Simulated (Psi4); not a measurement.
**CCSD(T)/aug-pcseg-1 run of GeO (SMILES [O]=[Ge])**

What is the vertical ionisation energy of GeO at CCSD(T)/aug-pcseg-1? 

Program for the calculation: Psi4 1.11.

3 further runs of the same task are left out: 3 for a known fault of the program.

## 1. Starting point

The species is GeO (2 atoms), meant as a singlet with charge 0. SMILES: `[O]=[Ge]`. The shape comes from GFN2-xTB, which is rough for such elements, and wasn't checked as a minimum.

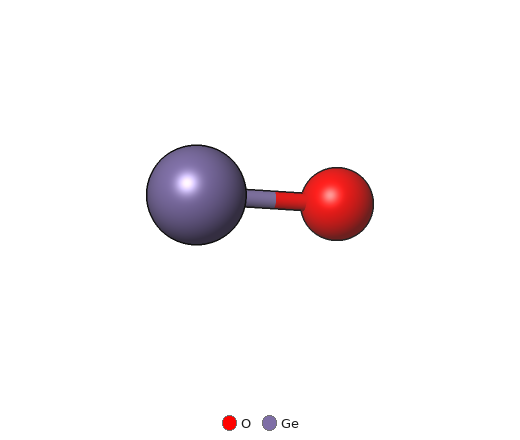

The structure, seen from a chosen angle (oxygen red, germanium purple).

## 2. A single-point energy at CCSD(T)/aug-pcseg-1

job.py reads:

```python
import psi4

psi4.set_memory('1600 MB')
psi4.set_num_threads(1)
psi4.set_output_file('geo.out', False)

mol = psi4.geometry("""
0 1
O
Ge 1 1.57649
symmetry c1
no_reorient
no_com
""")

options = {'basis': 'aug-pcseg-1', 'freeze_core': True, 'scf_type': 'pk'}
psi4.set_options(options)

result, w = psi4.energy("ccsd(t)", return_wfn=True)
print('E =', round(result, 9))
```

Run with:

```
$ python job.py
```

geo.out:

```text
[...]
  Running in c1 symmetry.
[...]
  Nuclear repulsion =   85.931002373323039
[...]
  Multiplicity = 1
[...]
  Nalpha       = 20
  Nbeta        = 20
[...]
    Number of basis functions: 59
[...]
   @RHF iter   1: -2149.59791857482287   -4.48282e+00   1.52396e-02 ADIIS/DIIS
[...]
   @RHF iter  11: -2149.92275395035676   -3.18323e-12   2.40968e-09 DIIS
[...]
    Orbital Energies [Eh]
    ---------------------
    Doubly Occupied:
       1A   -405.183095     2A    -52.125614     3A    -46.250513
       4A    -46.250513     5A    -46.248023     6A    -20.521136
       7A     -7.217203     8A     -5.214017     9A     -5.214017
      10A     -5.208911    11A     -1.696791    12A     -1.690258
      13A     -1.690258    14A     -1.683579    15A     -1.683579
      16A     -1.249312    17A     -0.618833    18A     -0.464023
      19A     -0.464023    20A     -0.428316
[...]
  @RHF Final Energy: -2149.92275395035676
   => Energetics <=
    Nuclear Repulsion Energy =             85.9310023733230395
    One-Electron Energy =               -3169.5034886378998635
    Two-Electron Energy =                 933.6497323142203868
    Total Energy =                      -2149.9227539503567641
[...]
 Multipole Moments:
 ------------------------------------------------------------------------------------
     Multipole            Electronic (a.u.)      Nuclear  (a.u.)        Total (a.u.)
 ------------------------------------------------------------------------------------
 L = 1.  Multiply by 2.5417464519 to convert [e a0] to [Debye]
 Dipole X            :          0.0000000            0.0000000            0.0000000
 Dipole Y            :         -0.0000000            0.0000000           -0.0000000
 Dipole Z            :          4.1554390           -2.6350897            1.5203493
 Magnitude           :                                                    1.5203493
[...]
      * MP2 total energy                      = -2150.222729606196935
[...]
      * CCSD total energy                     = -2150.219743225879938
[...]
      * CCSD(T) total energy                  = -2150.233503515574739
```

The script printed:

```text
E = -2150.233503516
```

Wall time 8.4 s (1 thread of AMD EPYC 7R43 (Zen 3), shared host); peak memory 0.24 GiB.

## 3. The doublet cation, same level

geo.json reads:

```json
{
  "schema_name": "qcschema_input",
  "schema_version": 1,
  "molecule": {
    "schema_name": "qcschema_molecule",
    "schema_version": 2,
    "symbols": ["O", "Ge"],
    "geometry": [0.0, 0.0, 0.0, 0.0, 0.0, 2.97913434],
    "molecular_charge": 1,
    "molecular_multiplicity": 2,
    "fix_symmetry": "c1",
    "fix_com": true,
    "fix_orientation": true
  },
  "driver": "energy",
  "model": {
    "method": "ccsd(t)",
    "basis": "aug-pcseg-1"
  },
  "keywords": {
    "reference": "uhf",
    "freeze_core": true,
    "scf_type": "pk"
  }
}
```

Run with:

```
$ psi4 --qcschema geo.json -n 1 --memory 1600MB
```

stdout:

```text
[...]
  Running in c1 symmetry.
[...]
  Nuclear repulsion =   85.931002359564630
[...]
  Multiplicity = 2
[...]
  Nalpha       = 20
  Nbeta        = 19
[...]
    Number of basis functions: 59
[...]
   @UHF iter   1: -2149.26514302332998   -4.15005e+00   1.50987e-02 ADIIS/DIIS
[...]
   @UHF iter  16: -2149.55435344438956   -7.27596e-12   5.36543e-09 DIIS
[...]
   @S^2 Observed:                7.975832851E-01
[...]
    Orbital Energies [Eh]
    ---------------------
    Alpha Occupied:
       1A   -405.525589     2A    -52.464939     3A    -46.589420
       4A    -46.588800     5A    -46.588800     6A    -20.893598
       7A     -7.555240     8A     -5.553438     9A     -5.547043
      10A     -5.547043    11A     -2.044103    12A     -2.022826
      13A     -2.022826    14A     -2.020951    15A     -2.020951
      16A     -1.649566    17A     -1.027019    18A     -0.844551
      19A     -0.844551    20A     -0.773016
    Alpha Virtual:
      21A     -0.228592    22A     -0.228592    23A     -0.113214
      24A     -0.101245    25A     -0.065301    26A     -0.065301
[...]
  @UHF Final Energy: -2149.55435344438956
   => Energetics <=
    Nuclear Repulsion Energy =             85.9310023595646300
    One-Electron Energy =               -3156.0302403502191737
    Two-Electron Energy =                 920.5448845462651661
    Total Energy =                      -2149.5543534443895624
  UHF NO Occupations:
  HONO-2 :   18  A 1.9959948
  HONO-1 :   19  A 1.9850025
[...]
 Multipole Moments:
 ------------------------------------------------------------------------------------
     Multipole            Electronic (a.u.)      Nuclear  (a.u.)        Total (a.u.)
 ------------------------------------------------------------------------------------
 L = 1.  Multiply by 2.5417464519 to convert [e a0] to [Debye]
 Dipole X            :          0.0000000            0.0000000            0.0000000
 Dipole Y            :          0.0000000            0.0000000            0.0000000
 Dipole Z            :        -91.8267092           95.3322989            3.5055897
 Magnitude           :                                                    3.5055897
[...]
      * MP2 total energy                      = -2149.789209880898852
[...]
      * CCSD total energy                     = -2149.815403561675794
[...]
      * CCSD(T) total energy                     = -2149.826469203901524
[...]
```

The result, in JSON:

```text
{
 "driver": "energy",
 "model": {
  "method": "ccsd(t)",
  "basis": "aug-pcseg-1"
 },
 "success": true,
 "return_result": -2149.8264692039015,
 "properties": {
  "calcinfo_nbasis": 59,
  "calcinfo_nmo": 59,
  "calcinfo_nalpha": 20,
  "calcinfo_nbeta": 19,
  "calcinfo_natom": 2,
  "nuclear_repulsion_energy": 85.93100235956463,
  "return_energy": -2149.8264692039015,
  "scf_one_electron_energy": -3156.030240350219,
  "scf_two_electron_energy": 920.5448845462652,
  "scf_dipole_moment": [7.05174529855051e-14, 3.007883157670083e-14, 3.505589702808237],
  "scf_total_energy": -2149.5543534443896,
  "scf_iterations": 16,
  "mp2_same_spin_correlation_energy": -0.06315128466488294,
  "mp2_opposite_spin_correlation_energy": -0.1717051518438846,
  "mp2_singles_energy": -9.371172269167979e-27,
  "mp2_doubles_energy": -0.23485643650876753,
  "mp2_correlation_energy": -0.23485643650876753,
  "mp2_total_energy": -2149.789209880899,
  "ccsd_same_spin_correlation_energy": -0.05972585251562891,
  "ccsd_opposite_spin_correlation_energy": -0.20132426477007734,
  "ccsd_singles_energy": 6.271248928733491e-16,
  "ccsd_doubles_energy": -0.26105011728570626,
  "ccsd_correlation_energy": -0.2610501172857056,
  "ccsd_total_energy": -2149.815403561676,
  "ccsd_iterations": 19,
  "ccsd_prt_pr_correlation_energy": -0.2721157595113857,
  "ccsd_prt_pr_total_energy": -2149.8264692039015
 }
}
```

Wall time 18 s (1 thread of AMD EPYC 7R43 (Zen 3), shared host); peak memory 0.25 GiB.

## 4. Outcome

Level: CCSD(T)/aug-pcseg-1, 10 core orbitals frozen.

```
                                                                  quantity           value
                                                 singlet GeO: total energy  -2150.23350 Eh
                          singlet GeO: HOMO energy (Hartree–Fock orbitals)       -11.66 eV
                          singlet GeO: LUMO energy (Hartree–Fock orbitals)         0.44 eV
                        singlet GeO: HOMO–LUMO gap (Hartree–Fock orbitals)        12.09 eV
                 singlet GeO: correlation energy (10 core orbitals frozen)      -310.7 mEh
                                               singlet GeO: (T) correction      -13.76 mEh
                                                singlet GeO: T1 diagnostic           0.023
                                              doublet cation: total energy  -2149.82647 Eh
doublet cation: HOMO energy (Hartree–Fock orbitals) (highest over α and β)       -21.03 eV
 doublet cation: LUMO energy (Hartree–Fock orbitals) (lowest over α and β)        -8.18 eV
              doublet cation: correlation energy (10 core orbitals frozen)      -272.1 mEh
                                            doublet cation: (T) correction      -11.07 mEh
                         doublet cation: ⟨S²⟩ of the reference determinant           0.798
                                             doublet cation: T1 diagnostic           0.070
                        vertical ionisation energy (to the doublet cation)       11.076 eV
```

In words: Removing an electron at fixed nuclei costs 11.08 eV (255 kcal/mol). The T1 diagnostic (singlet GeO) of 0.023 is above the customary mark for such species, so a single reference may not serve. The triples (singlet GeO) make up 4.4 % of the correlation energy. The T1 diagnostic (doublet cation) of 0.070 is above the customary mark for such species, so a single reference may not serve. The triples (doublet cation) make up 4.1 % of the correlation energy.
